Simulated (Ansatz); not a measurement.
```
Ta F
1.0
     5.10000    0.00000    0.00000
     0.00000    5.10000    0.00000
     0.00000    0.00000    3.58950
Ta F
4 2
Direct
  0.29552 0.29552 0.00000
  0.20448 0.79552 0.50000
  0.70448 0.70448 0.00000
  0.79552 0.20448 0.50000
  0.00000 0.00000 0.00000
  0.50000 0.50000 0.50000
```

Space group P4₂/mnm; a structure generated by program, which may or may not match a known phase.

Level of theory: DFT PBE, scalar-relativistic, plane waves, PAW (Ansatz 0.2.0).

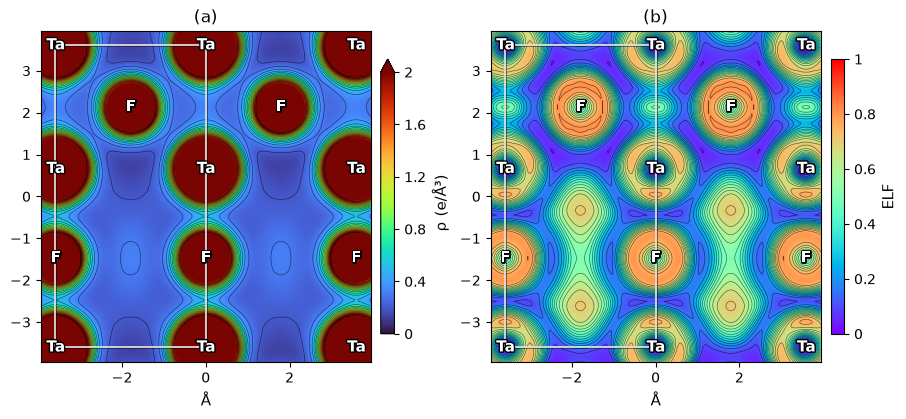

Ta₂F. (a) valence charge density (pseudo); (b) electron localisation function on the (110) plane of the conventional cell.

The density is the valence pseudo-density of a PAW calculation; it isn't the true density close to the nuclei.

Question: Interpret the plot.

Answer:
- The plane passes through Ta and F nuclei.
- Ta–F (2.13 Å): ρ is about 0.53 e/Å³ halfway; the ELF peaks at about 0.80 in the valence shell of F, 0.6 Å from its nucleus, and drops to about 0.10 between the two atoms: no localised pair shows between them.
- Ta–Ta (2.95 Å): the density is about 0.32 e/Å³ at the midpoint; the ELF reaches about 0.50 near the midpoint.
- Ta–F (2.32 Å): ρ is about 0.3 e/Å³ halfway; the ELF is about 0.05 at the midpoint; no shared electron pair shows on this line.
- Between the atoms the lowest density in this plane is 0.13 e/Å³.
- The ELF has a maximum of about 0.70 in the space between the atoms, 1.9 Å from six F and Ta atoms, on no atom or two-centre bond.
- The features right at Ta lie inside the PAW spheres, where the map follows smoothed inner orbitals and isn't to be read closely.
